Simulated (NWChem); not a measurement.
**One shape, several levels: MgSiH3OF (SMILES [F][Mg][O][SiH3])**

We compute a comparison of 4 runs (HF/STO-3G, HF/3-21G, B3LYP/6-31G*) of MgSiH3OF. 

The results are computed with NWChem 7.3.0.

### 1 Starting point

The species is MgSiH3OF (7 atoms), meant as a singlet with charge 0. SMILES: `[F][Mg][O][SiH3]`. The shape is that of a PBE0-D4/def2-TZVP optimisation.

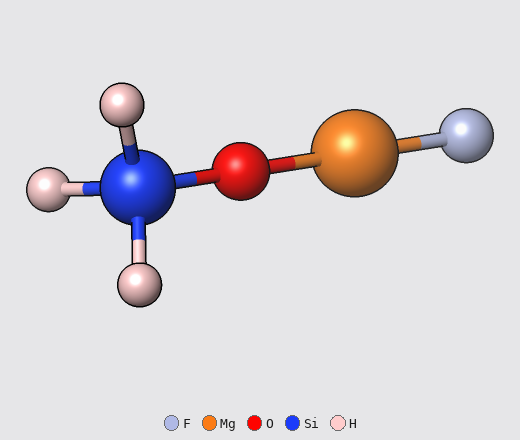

The structure, seen from a chosen angle (fluorine light blue, magnesium orange, oxygen red, silicon blue, hydrogen pink).

### 2 Energy and gradient at HF/STO-3G (run 1)

The input, work.nw:

```
start work
memory total 2200 mb
charge 0

geometry units angstrom noautosym nocenter noautoz
  F     -1.074600    -3.535000     1.335100
  Mg    -0.592000    -1.965500     0.737800
  O     -0.099800    -0.364200     0.128400
  Si     0.345500     1.086100    -0.423500
  H     -0.717300     1.685500    -1.282000
  H      0.609400     2.032200     0.699300
  H      1.590100     0.992800    -1.240700
end

basis spherical bse
  * library STO-3G
end

scf
  thresh 1e-08
  maxiter 80
  print low
end

task scf gradient
```

Started as:

```console
$ nwchem work.nw > work.out
```

Standard output:

```text
[...]
  functions       =    31
[...]
  wavefunction    = RHF
[...]
         Total SCF energy =   -656.407378508907
      One-electron energy =  -1272.370886094200
      Two-electron energy =    440.603224035221
 Nuclear repulsion energy =    175.360283550072
        Time for solution =      1.0s
[...]
                         RHF ENERGY GRADIENTS
    atom               coordinates                        gradient
                 x          y          z           x          y          z
   1 F      -2.030700  -6.680181   2.522973   -0.015011  -0.048813   0.018577
   2 Mg     -1.118718  -3.714256   1.394240   -0.002683  -0.008771   0.003338
   3 O      -0.188595  -0.688238   0.242641    0.013692   0.044575  -0.016969
   4 Si      0.652900   2.052431  -0.800299   -0.003110  -0.010292   0.003972
   5 H      -1.355500   3.185133  -2.422629   -0.023838   0.010272  -0.017562
   6 H       1.151599   3.840301   1.321485    0.004872   0.017748   0.025294
   7 H       3.004853   1.876120  -2.344583    0.026079  -0.004718  -0.016650
 Task  times  cpu:        1.7s     wall:        1.7s
 Total times  cpu:        1.8s     wall:        1.8s
```

It took 2.3 s on 1 thread of Intel Xeon Platinum 8488C (Sapphire Rapids), shared host; peak memory 0.1 GiB.

### 3 Energy and forces at HF/3-21G (run 2)

The input, run.py:

```python
from ase import Atoms
from ase.calculators.nwchem import NWChem

system = Atoms('FMgOSiHHH', positions=[
    [-1.074600, -3.535000, 1.335100],
    [-0.592000, -1.965500, 0.737800],
    [-0.099800, -0.364200, 0.128400],
    [0.345500, 1.086100, -0.423500],
    [-0.717300, 1.685500, -1.282000],
    [0.609400, 2.032200, 0.699300],
    [1.590100, 0.992800, -1.240700],
])

calc = NWChem(
    label='fh3mgosi',
    theory='scf',
    memory='2200 mb',
    basis='3-21G',
    basispar='spherical bse',
    scf={'nopen': '0', 'rhf': None, 'thresh': '1e-08', 'maxiter': '80', 'print': 'low'},
)
system.calc = calc

forces = system.get_forces()
e = system.get_potential_energy()
print(f"E = {e:.6f} eV")
print("forces (eV/A):")
for s, f in zip(system.symbols, forces):
    print(f"{s:2s} {f[0]:10.5f} {f[1]:10.5f} {f[2]:10.5f}")
```

Started as:

```console
$ export ASE_NWCHEM_COMMAND="nwchem PREFIX.nwi > PREFIX.nwo"
$ python run.py
```

Standard output:

```text
E = -17989.651544 eV
forces (eV/A):
F     0.15329    0.49843   -0.18970
Mg    0.08690    0.28267   -0.10763
O    -0.55896   -1.81942    0.69271
Si    0.19119    0.62740   -0.24086
H     0.05903    0.13498   -0.04222
H     0.04073    0.13133   -0.06875
H     0.02787    0.14460   -0.04361
```

The calculator wrote fh3mgosi.nwi:

```
title "fh3mgosi"

permanent_dir fh3mgosi

scratch_dir fh3mgosi

start fh3mgosi

geometry units angstrom nocenter noautosym noautoz
  F  -1.0746000000000000e+00 -3.5350000000000001e+00 1.3351000000000000e+00
  Mg -5.9199999999999997e-01 -1.9655000000000000e+00 7.3780000000000001e-01
  O  -9.9800000000000000e-02 -3.6420000000000002e-01 1.2839999999999999e-01
  Si 3.4549999999999997e-01 1.0861000000000001e+00 -4.2349999999999999e-01
  H  -7.1730000000000005e-01 1.6855000000000000e+00 -1.2820000000000000e+00
  H  6.0940000000000005e-01 2.0322000000000000e+00 6.9930000000000003e-01
  H  1.5901000000000001e+00 9.9280000000000002e-01 -1.2406999999999999e+00
end

memory 2200 mb

basis spherical bse noprint
   * library 3-21G
end

scf
  nopen 0
  rhf
  thresh 1e-08
  maxiter 80
  print low
end

task scf gradient
```

fh3mgosi.nwo:

```text
Northwest Computational Chemistry Package (NWChem) 7.3.0
             --------------------------------------------------------

           Job information
           ---------------

    nwchem branch   = 7.3.0
    use scalapack   = T
    input           = fh3mgosi.nwi
    prefix          = fh3mgosi.
    data base       = fh3mgosi/fh3mgosi.db
    status          = startup
    nproc           =        1

           Memory information
           ------------------

[... 5 lines left out ...]
    hardfail = no
[... 113 lines left out ...]
       Final RHF  results
[... 3 lines left out ...]
      One-electron energy =  -1272.923867852418
[... 1 line left out ...]
 Nuclear repulsion energy =    175.360283550072
[... 18 lines left out ...]
 Task  times  cpu:        2.2s     wall:        2.2s
 Total times  cpu:        2.3s     wall:        2.3s
```

Run time: 3.3 s. Hardware: 1 thread of Intel Xeon Platinum 8488C (Sapphire Rapids), shared host; peak memory 0.1 GiB.

Run 3 isn't shown in full; the table further down has it.

### 4 Energy and forces at B3LYP/6-31G(d) (Cartesian functions) (run 4)

The input, fh3mgosi.nw:

```
start fh3mgosi
title "FH3MgOSi gradient"
memory total 2200 mb
geometry noautosym nocenter noautoz
   F       -1.074600      -3.535000       1.335100
   Mg      -0.592000      -1.965500       0.737800
   O       -0.099800      -0.364200       0.128400
   Si       0.345500       1.086100      -0.423500
   H       -0.717300       1.685500      -1.282000
   H        0.609400       2.032200       0.699300
   H        1.590100       0.992800      -1.240700
end
basis
   * library 6-31G*
end
dft
   xc b3lyp
   grid xfine
   convergence energy 1e-08
   iterations 100
   mulliken
end
task dft gradient
```

Started as:

```console
$ nwchem fh3mgosi.nw > fh3mgosi.out
```

Standard output:

```text
[...]
          Wavefunction type:  closed shell.
          No. of atoms     :     7
          No. of electrons :    46
[...]
          Charge           :     0
          Spin multiplicity:     1
[...]
          AO basis - number of functions:    74
[...]
              XC Information
              --------------
                         B3LYP Method XC Potential
                     Hartree-Fock (Exact) Exchange  0.200
                        Slater Exchange Functional  0.800 local
                    Becke 1988 Exchange Functional  0.720 non-local
              Lee-Yang-Parr Correlation Functional  0.810
                  VWN I RPA Correlation Functional  0.190 local
[...]
 d= 0,ls=0.0,diis     1   -666.4484872398 -8.42D+02  2.80D-02  1.32D+00     2.4
[...]
 d= 0,ls=0.0,diis    10   -666.5900491055 -9.93D-10  2.56D-07  4.33D-10    19.7
         Total DFT energy =     -666.590049105495
      One electron energy =    -1276.706852774420
           Coulomb energy =      492.588722823777
    Exchange-Corr. energy =      -57.832202704924
 Nuclear repulsion energy =      175.360283550072
[...]
      Total Density - Mulliken Population Analysis
     ---------------------------------------------
    Atom       Charge   Shell Charges
 -----------   ------   -------------------------------------------------------
    1 F    9     9.50   1.99  0.92  3.30  1.03  2.22  0.03
    2 Mg  12    10.93   2.00  1.99  5.97  0.33  0.41  0.03  0.10  0.11
    3 O    8     8.82   1.99  0.87  2.94  0.99  2.02  0.01
    4 Si  14    13.41   2.00  1.99  5.96  0.99  1.77  0.19  0.29  0.22
    5 H    1     1.11   0.52  0.60
    6 H    1     1.11   0.52  0.60
    7 H    1     1.11   0.52  0.60
[...]
  wavefunction    = closed shell
[...]
```

Wall time 28 s (1 thread of Intel Xeon Platinum 8488C (Sapphire Rapids), shared host); peak memory 0.14 GiB.

### 5 Overview of the runs

| run | level | iteration cap | module | energy (Eh) | largest force (eV/Å) | wall time |
| --- | --- | --- | --- | --- | --- | --- |
| 1 | HF/STO-3G | 80 | scf | -656.407379 | 2.794 | 2.3 s |
| 2 | HF/3-21G | 80 | scf | -661.107506 | 2.025 | 3.3 s |
| 3 | B3LYP/6-31G* (spherical functions) | 100 | dft | -666.584593 | 0.542 | 27 s |
| 4 | B3LYP/6-31G* (Cartesian functions) | 100 | dft | -666.590049 | 0.494 | 28 s |

### 6 Results

| quantity | value |
| --- | --- |
| run 4: total energy | -666.59005 Eh |
| run 4: dipole moment | 0.02 D |
| run 4: HOMO energy | -7.81 eV |
| run 4: LUMO energy | -1.83 eV |
| run 4: HOMO–LUMO gap | 5.98 eV |
| run 4: largest force on an atom | 0.494 eV/Å |

In words: In run 1 the basis is minimal, so the values are rough. All runs together took 61 s, the longest 28 s.
